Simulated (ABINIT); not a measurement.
## BAs (F-43m): G0W0 in ABINIT against the bands in the screening

How does the gap of BAs (F-43m) converge in the bands in the screening?

Main program and level: ABINIT 10.8.3; PBE and many-body steps on it, plane waves.

**1. The starting structure**

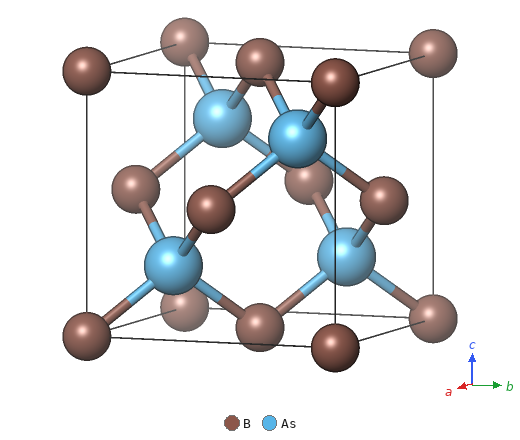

The cell as given, slightly off an axis (boron brown, arsenic blue). This picture shows the conventional cell, with its axes. Bonds to atoms that aren't drawn are left out. Some periodic images of atoms are drawn too.

The cell and positions come from the Crystallography Open Database and are kept as given unless a step says otherwise.

**2. Screening, 6×6×6 mesh, 17 bands, screening to 195.9 eV**

This step: ABINIT 10.8.3; RPA screening on PBE, plane waves, norm-conserving pseudopotentials.

The RPA dielectric matrix is built and inverted for each q.

The input, run.abi:

```
acell 3*1.0 Angstrom
rprim 
  -0.000000000000 2.388500000000 2.388500000000
  2.388500000000 -0.000000000000 2.388500000000
  2.388500000000 2.388500000000 -0.000000000000
ntypat 2
znucl 5 33
natom 2
typat 1 2
xred 
  0.000000000000 0.000000000000 0.000000000000
  0.250000000000 0.250000000000 0.250000000000
pp_dirpath "pseudos"
pseudos "B.upf, As.upf"
ecut 38
ngkpt 6 6 6
nshiftk 1
shiftk 0 0 0
kptopt 1
chksymbreak 0
istwfk *1
occopt 1
irdwfk 1
optdriver 3
nband 17
ecuteps 7.2
inclvkb 2
awtr 1
symchi 1
indata_prefix "in"
outdata_prefix "out"
tmpdata_prefix "tmp"
```

Started as:

```bash
$ OMP_NUM_THREADS=1 mpirun -n 8 abinit run.abi > log
```

The program printed:

```text
.Version 10.8.3 of ABINIT. v10.8.2 released Aug 2026.

 Symmetries : space group F-4 3 m (#216); Bravais cF (face-center cubic)
[... echo of the input left out ...]
== DATASET  1 ==================================================================
-   mpi_nproc: 8, omp_nthreads: 1 (-1 if OMP is not activated)

--- !DatasetInfo
iteration_state: {dtset: 1, }
dimensions: {natom: 2, nkpt: 16, mband: 17, nsppol: 1, nspinor: 1, nspden: 1, mpw: 2085, }
cutoff_energies: {ecut:  38.0, pawecutdg:  -1.0, }
electrons: {nelect:   1.80000000E+01, charge:   0.00000000E+00, occopt:   1.00000000E+00, tsmear:   1.00000000E-02, }

 SCREENING: Calculation of the susceptibility and dielectric matrices

 Based on a program developped by R.W. Godby, V. Olevano, G. Onida, and L. Reining.
 Incorporated in ABINIT by V. Olevano, G.-M. Rignanese, and M. Torrent.
.Using double precision arithmetic ; gwpc =  8

[... cell and pseudopotentials left out ...]
--------------------------------------------------------------------------------

 ==== K-mesh for the wavefunctions ====
 Number of points in the irreducible wedge :    16
[... list of points left out ...]
 Together with 24 symmetry operations and time-reversal symmetry
 yields   216 points in the full Brillouin Zone.

 ==== Q-mesh for the screening function ====
 Number of points in the irreducible wedge :    16
[... list of points left out ...]
 Together with 24 symmetry operations and time-reversal symmetry
 yields   216 points in the full Brillouin Zone.

 setmesh: FFT mesh size selected  =    25x   25x   25
          total number of points  =        15625

 vcoul_init : cutoff-mode = AUXILIARY_FUNCTION
 q-points for optical limit:   1
     1)      0.000010    0.000020    0.000030

- screening: taking advantage of time-reversal symmetry
- Maximum band index for partially occupied states nbvw = 9
- Remaining bands to be divided among processors   nbcw = 8
- Number of bands treated by each node ~1

 Number of electrons calculated from density =   18.0000; Expected =   18.0000
 average of density, n =  0.097875
 r_s =    1.3461
 omega_plasma =   30.1780 [eV]

 calculating chi0 at frequencies [eV] :
  1    0.000000E+00    0.000000E+00
  2    0.000000E+00    3.017802E+01

--------------------------------------------------------------------------------
  q-point number  1        q = ( 0.000000, 0.000000, 0.000000) [r.l.u.]
--------------------------------------------------------------------------------
[... chi0 elements left out ...]
 For q-point:  0.000010 0.000020 0.000030
  dielectric constant =  10.3403
  dielectric constant without local fields =  11.4026

  Average fulfillment of the sum rule on Im[epsilon] for q-point    1 :     12.74  [%]
[... wings left out ...]
  q-point number  2        q = ( 0.166667, 0.000000, 0.000000) [r.l.u.]
--------------------------------------------------------------------------------
[... chi0 elements left out ...]
  Average fulfillment of the sum rule on Im[epsilon] for q-point    2 :     41.84  [%]

 [... 14 further q-points ...]
```

It took 5.1 s on 8 MPI ranks of AMD EPYC 7B13 (Zen 3), shared host; peak memory 1 GiB; 39 s of CPU time.

Numbers from this step:

- ε∞ with local fields, on this mesh, along the program's q direction: 10.34
- the same without local fields: 11.40
- plasma frequency: 30.18 eV
- plane waves in the screening matrix: 169

Local fields lower ε∞ by 9 %.

**3. 17 bands**

This step: G0W0 on PBE, plane waves, norm-conserving pseudopotentials.

run.abi, as its differences from that of step 2:

```diff
@@ -23,8 +23,17 @@
 irdwfk 1
-optdriver 3
-nband 17
+optdriver 4
+nband 70
+gwcalctyp 0
+ecutsigx 38
+symsigma 1
+nkptgw 2
+kptgw 
+  0.0000000000 0.0000000000 0.0000000000
+  0.3333333333 0.3333333333 0.0000000000
+bdgw 
+  7 12
+  8 11
 ecuteps 7.2
-inclvkb 2
-awtr 1
-symchi 1
+irdscr 1
+ppmodel 1
 indata_prefix "in"
```

The program printed:

```text
.Version 10.8.3 of ABINIT. v10.8.2 released Aug 2026.

 Symmetries : space group F-4 3 m (#216); Bravais cF (face-center cubic)
[... echo of the input left out ...]
== DATASET  1 ==================================================================
-   mpi_nproc: 8, omp_nthreads: 1 (-1 if OMP is not activated)

--- !DatasetInfo
iteration_state: {dtset: 1, }
dimensions: {natom: 2, nkpt: 16, mband: 70, nsppol: 1, nspinor: 1, nspden: 1, mpw: 2085, }
cutoff_energies: {ecut:  38.0, pawecutdg:  -1.0, }
electrons: {nelect:   1.80000000E+01, charge:   0.00000000E+00, occopt:   1.00000000E+00, tsmear:   1.00000000E-02, }

 SIGMA: Calculation of the GW corrections

 Based on a program developped by R.W. Godby, V. Olevano, G. Onida, and L. Reining.
 Incorporated in ABINIT by V. Olevano, G.-M. Rignanese, and M. Torrent.
.Using double precision arithmetic ; gwpc =  8

[... cell and pseudopotentials left out ...]
--------------------------------------------------------------------------------

 ==== K-mesh for the wavefunctions ====
 Number of points in the irreducible wedge :    16
[... list of points left out ...]
 Together with 24 symmetry operations and time-reversal symmetry
 yields   216 points in the full Brillouin Zone.

 ==== Q-mesh for screening function ====
 Number of points in the irreducible wedge :    16
[... list of points left out ...]
 Together with 24 symmetry operations and time-reversal symmetry
 yields   216 points in the full Brillouin Zone.

 vcoul_init : cutoff-mode = AUXILIARY_FUNCTION
 q-points for optical limit:   1
     1)      0.000010    0.000020    0.000030
 setmesh: FFT mesh size selected  =    36x   36x   36
          total number of points  =        46656

 Number of electrons calculated from density =   18.0000; Expected =   18.0000
 average of density, n =  0.097875
 r_s =    1.3461
 omega_plasma =   30.1780 [eV]

 === KS Band Gaps ===
  >>>> For spin  1
   Minimum direct gap =   3.2922 [eV], located at k-point      :   0.0000  0.0000  0.0000
   Fundamental gap    =   1.2941 [eV], Top of valence bands at :   0.0000  0.0000  0.0000
                                       Bottom of conduction at :   0.3333  0.3333  0.0000
 SIGMA fundamental parameters:
 PLASMON POLE MODEL  1
 number of plane-waves for SigmaX                 2085
 number of plane-waves for SigmaC and W            169
 number of plane-waves for wavefunctions          2085
 number of bands                                    70
 number of independent spin polarizations            1
 number of spinorial components                      1
 number of k-points in IBZ                          16
 number of q-points in IBZ                          16
 number of symmetry operations                      24
 number of k-points in BZ                          216
 number of q-points in BZ                          216
 number of frequencies for dSigma/dE                 9
 frequency step for dSigma/dE [eV]                0.25
 number of omega for Sigma on real axis              0
 max omega for Sigma on real axis  [eV]           0.00
 zcut for avoiding poles [eV]                     0.10

 EPSILON^-1 parameters (SCR file):
 dimension of the eps^-1 matrix on file            169
 dimension of the eps^-1 matrix used               169
 number of plane-waves for wavefunctions          2085
 number of bands                                    17
 number of q-points in IBZ                          16
 number of frequencies                               2
 number of real frequencies                          1
 number of imag frequencies                          1

 matrix elements of self-energy operator (all in [eV])

 Perturbative Calculation

--- !SelfEnergy_ee
iteration_state: {dtset: 1, }
kpoint     : [   0.000,    0.000,    0.000, ]
spin       : 1
KS_gap     :    3.292
QP_gap     :    4.139
Delta_QP_KS:    0.847
data: !SigmaeeData |
     Band     E0 <VxcDFT>   SigX SigC(E0)      Z dSigC/dE  Sig(E)    E-E0       E
        7   6.564 -13.701 -15.543   1.421   0.804  -0.244 -14.039  -0.338   6.227
        8   6.564 -13.701 -15.543   1.421   0.804  -0.244 -14.039  -0.338   6.227
        9   6.564 -13.701 -15.543   1.421   0.804  -0.244 -14.039  -0.338   6.227
       10   9.857 -12.550  -8.416  -3.502   0.806  -0.241 -12.041   0.509  10.366
       11   9.857 -12.550  -8.416  -3.502   0.806  -0.241 -12.041   0.509  10.366
       12   9.857 -12.550  -8.416  -3.502   0.806  -0.241 -12.041   0.509  10.366

--- !SelfEnergy_ee
iteration_state: {dtset: 1, }
kpoint     : [   0.333,    0.333,    0.000, ]
spin       : 1
KS_gap     :    4.745
QP_gap     :    5.918
Delta_QP_KS:    1.173
data: !SigmaeeData |
     Band     E0 <VxcDFT>   SigX SigC(E0)      Z dSigC/dE  Sig(E)    E-E0       E
        8   3.114 -12.780 -16.164   2.625   0.789  -0.268 -13.379  -0.599   2.515
        9   3.114 -12.780 -16.164   2.625   0.789  -0.268 -13.379  -0.599   2.515
       10   7.859 -11.353  -7.290  -3.358   0.814  -0.228 -10.779   0.574   8.433
       11   9.721 -10.888  -6.139  -3.968   0.813  -0.230 -10.253   0.635  10.356

== END DATASET(S) ==============================================================
================================================================================

 -outvars: echo values of variables after computation  --------
           etotal      0.0000000000E+00
            nband          70
             nkpt          16
          spgroup         216
 [... the other variables as echoed above ...]

 Calculation completed.
```

Elapsed: 6.8 s, on 8 MPI ranks; peak memory 1.2 GiB; 52 s of CPU time.

This step gave:

* G0W0 gap on the points computed: 2.206 eV
* starting gap on the mesh: 1.294 eV
* k of the valence top: 0, 0, 0
* k of the conduction bottom: 0.3333, 0.3333, 0
* Z at the valence top: 0.804
* Z at the conduction bottom: 0.814
* least direct G0W0 gap on the computed points: 4.139 eV

**4. Screening, 6×6×6 mesh, 23 bands, screening to 195.9 eV**

This step: RPA screening on PBE, plane waves, norm-conserving pseudopotentials.

run.abi, as its differences from that of step 3:

```diff
@@ -23,17 +23,8 @@
 irdwfk 1
-optdriver 4
-nband 70
-gwcalctyp 0
-ecutsigx 38
-symsigma 1
-nkptgw 2
-kptgw 
-  0.0000000000 0.0000000000 0.0000000000
-  0.3333333333 0.3333333333 0.0000000000
-bdgw 
-  7 12
-  8 11
+optdriver 3
+nband 23
 ecuteps 7.2
-irdscr 1
-ppmodel 1
+inclvkb 2
+awtr 1
+symchi 1
 indata_prefix "in"
```

The program printed:

```text
.Version 10.8.3 of ABINIT. v10.8.2 released Aug 2026.

 Symmetries : space group F-4 3 m (#216); Bravais cF (face-center cubic)
[... echo of the input left out ...]
== DATASET  1 ==================================================================
-   mpi_nproc: 8, omp_nthreads: 1 (-1 if OMP is not activated)

--- !DatasetInfo
iteration_state: {dtset: 1, }
dimensions: {natom: 2, nkpt: 16, mband: 23, nsppol: 1, nspinor: 1, nspden: 1, mpw: 2085, }
cutoff_energies: {ecut:  38.0, pawecutdg:  -1.0, }
electrons: {nelect:   1.80000000E+01, charge:   0.00000000E+00, occopt:   1.00000000E+00, tsmear:   1.00000000E-02, }

 SCREENING: Calculation of the susceptibility and dielectric matrices

 Based on a program developped by R.W. Godby, V. Olevano, G. Onida, and L. Reining.
 Incorporated in ABINIT by V. Olevano, G.-M. Rignanese, and M. Torrent.
.Using double precision arithmetic ; gwpc =  8

[... cell and pseudopotentials left out ...]
--------------------------------------------------------------------------------

 ==== K-mesh for the wavefunctions ====
 Number of points in the irreducible wedge :    16
[... list of points left out ...]
 Together with 24 symmetry operations and time-reversal symmetry
 yields   216 points in the full Brillouin Zone.

 ==== Q-mesh for the screening function ====
 Number of points in the irreducible wedge :    16
[... list of points left out ...]
 Together with 24 symmetry operations and time-reversal symmetry
 yields   216 points in the full Brillouin Zone.

 setmesh: FFT mesh size selected  =    25x   25x   25
          total number of points  =        15625

 vcoul_init : cutoff-mode = AUXILIARY_FUNCTION
 q-points for optical limit:   1
     1)      0.000010    0.000020    0.000030

- screening: taking advantage of time-reversal symmetry
- Maximum band index for partially occupied states nbvw = 9
- Remaining bands to be divided among processors   nbcw = 14
- Number of bands treated by each node ~1

 Number of electrons calculated from density =   18.0000; Expected =   18.0000
 average of density, n =  0.097875
 r_s =    1.3461
 omega_plasma =   30.1780 [eV]

 calculating chi0 at frequencies [eV] :
  1    0.000000E+00    0.000000E+00
  2    0.000000E+00    3.017802E+01

--------------------------------------------------------------------------------
  q-point number  1        q = ( 0.000000, 0.000000, 0.000000) [r.l.u.]
--------------------------------------------------------------------------------
[... chi0 elements left out ...]
 For q-point:  0.000010 0.000020 0.000030
  dielectric constant =  10.3724
  dielectric constant without local fields =  11.4284

  Average fulfillment of the sum rule on Im[epsilon] for q-point    1 :     22.29  [%]
[... wings left out ...]
  q-point number  2        q = ( 0.166667, 0.000000, 0.000000) [r.l.u.]
--------------------------------------------------------------------------------
[... chi0 elements left out ...]
  Average fulfillment of the sum rule on Im[epsilon] for q-point    2 :     46.49  [%]

 [... 14 further q-points ...]
```

The job ended after 7.1 s (8 MPI ranks; peak memory 1 GiB; 55 s of CPU time).

This step gave:

* ε∞ with local fields, on this mesh, along the program's q direction: 10.37
* the same without local fields: 11.43
* plasma frequency: 30.18 eV
* plane waves in the screening matrix: 169

**5. 23 bands**

The self-energy is evaluated for the states that the input lists, and the levels follow from it, in one-shot runs by the linearised quasiparticle equation.

This step: G0W0 on PBE, plane waves, norm-conserving pseudopotentials.

run.abi, as its differences from that of step 4:

```diff
@@ -23,8 +23,17 @@
 irdwfk 1
-optdriver 3
-nband 23
+optdriver 4
+nband 70
+gwcalctyp 0
+ecutsigx 38
+symsigma 1
+nkptgw 2
+kptgw 
+  0.0000000000 0.0000000000 0.0000000000
+  0.3333333333 0.3333333333 0.0000000000
+bdgw 
+  7 12
+  8 11
 ecuteps 7.2
-inclvkb 2
-awtr 1
-symchi 1
+irdscr 1
+ppmodel 1
 indata_prefix "in"
```

The program printed:

```text
.Version 10.8.3 of ABINIT. v10.8.2 released Aug 2026.

 Symmetries : space group F-4 3 m (#216); Bravais cF (face-center cubic)
[... echo of the input left out ...]
== DATASET  1 ==================================================================
-   mpi_nproc: 8, omp_nthreads: 1 (-1 if OMP is not activated)

--- !DatasetInfo
iteration_state: {dtset: 1, }
dimensions: {natom: 2, nkpt: 16, mband: 70, nsppol: 1, nspinor: 1, nspden: 1, mpw: 2085, }
cutoff_energies: {ecut:  38.0, pawecutdg:  -1.0, }
electrons: {nelect:   1.80000000E+01, charge:   0.00000000E+00, occopt:   1.00000000E+00, tsmear:   1.00000000E-02, }

 SIGMA: Calculation of the GW corrections

 Based on a program developped by R.W. Godby, V. Olevano, G. Onida, and L. Reining.
 Incorporated in ABINIT by V. Olevano, G.-M. Rignanese, and M. Torrent.
.Using double precision arithmetic ; gwpc =  8

[... cell and pseudopotentials left out ...]
--------------------------------------------------------------------------------

 ==== K-mesh for the wavefunctions ====
 Number of points in the irreducible wedge :    16
[... list of points left out ...]
 Together with 24 symmetry operations and time-reversal symmetry
 yields   216 points in the full Brillouin Zone.

 ==== Q-mesh for screening function ====
 Number of points in the irreducible wedge :    16
[... list of points left out ...]
 Together with 24 symmetry operations and time-reversal symmetry
 yields   216 points in the full Brillouin Zone.

 vcoul_init : cutoff-mode = AUXILIARY_FUNCTION
 q-points for optical limit:   1
     1)      0.000010    0.000020    0.000030
 setmesh: FFT mesh size selected  =    36x   36x   36
          total number of points  =        46656

 Number of electrons calculated from density =   18.0000; Expected =   18.0000
[...]
number of omega for Sigma on real axis              0
 max omega for Sigma on real axis  [eV]           0.00
 zcut for avoiding poles [eV]                     0.10

 EPSILON^-1 parameters (SCR file):
 dimension of the eps^-1 matrix on file            169
 dimension of the eps^-1 matrix used               169
 number of plane-waves for wavefunctions          2085
 number of bands                                    23
 number of q-points in IBZ                          16
 number of frequencies                               2
 number of real frequencies                          1
 number of imag frequencies                          1

 matrix elements of self-energy operator (all in [eV])

 Perturbative Calculation

--- !SelfEnergy_ee
iteration_state: {dtset: 1, }
kpoint     : [   0.000,    0.000,    0.000, ]
spin       : 1
KS_gap     :    3.292
QP_gap     :    4.097
Delta_QP_KS:    0.805
data: !SigmaeeData |
     Band     E0 <VxcDFT>   SigX SigC(E0)      Z dSigC/dE  Sig(E)    E-E0       E
        7   6.564 -13.701 -15.543   1.280   0.804  -0.243 -14.153  -0.452   6.113
        8   6.564 -13.701 -15.543   1.280   0.804  -0.243 -14.153  -0.452   6.113
        9   6.564 -13.701 -15.543   1.280   0.804  -0.243 -14.153  -0.452   6.113
[...]
--- !SelfEnergy_ee
iteration_state: {dtset: 1, }
kpoint     : [   0.333,    0.333,    0.000, ]
spin       : 1
KS_gap     :    4.745
QP_gap     :    5.868
Delta_QP_KS:    1.123
data: !SigmaeeData |
     Band     E0 <VxcDFT>   SigX SigC(E0)      Z dSigC/dE  Sig(E)    E-E0       E
[...]
10   7.859 -11.353  -7.290  -3.559   0.814  -0.228 -10.943   0.411   8.269
       11   9.721 -10.888  -6.139  -4.180   0.813  -0.230 -10.425   0.463  10.184

== END DATASET(S) ==============================================================
================================================================================

 -outvars: echo values of variables after computation  --------
           etotal      0.0000000000E+00
            nband          70
             nkpt          16
          spgroup         216
 [... the other variables as echoed above ...]

 Calculation completed.
```

Elapsed: 6.6 s, on 8 MPI ranks; peak memory 1.2 GiB; 51 s of CPU time.

Numbers from this step:

* G0W0 gap on the points computed: 2.156 eV
* starting gap on the mesh: 1.294 eV
* k of the valence top: 0, 0, 0
* k of the conduction bottom: 0.3333, 0.3333, 0
* Z at the valence top: 0.804
* Z at the conduction bottom: 0.814
* least direct G0W0 gap on the computed points: 4.097 eV

The gap on the mesh goes from 1.29 eV to 2.16 eV, a correction of +0.86 eV.

[end of part 1 of 2]

[Paths, hosts, dates, memory and timing lines, banners, echoed tables and standing remarks are left out of the program output.]

[Logs are printed without paths, hosts, clocks, repeated set-up lines and the standing remarks that a program may print on its own settings, such as how far it seeks lower states.]

[Runs of the session that timed out or met a known fault of the program may be left out.]

[Hosts, paths, dates, database ids (printed as entryN), source tags and the programs' standing remarks are cut or masked in the printed files.]

[G0W0 gaps are taken among the corrected bands and points alone; a level outside them can change the order at an edge.]

[Where Ansatz stands beside ABINIT at settings called matched, ABINIT's density can come from a denser mesh and the files from another edition; pairs whose starting gaps differed by over 0.03 eV were left out, so agreement reads better than it is.]
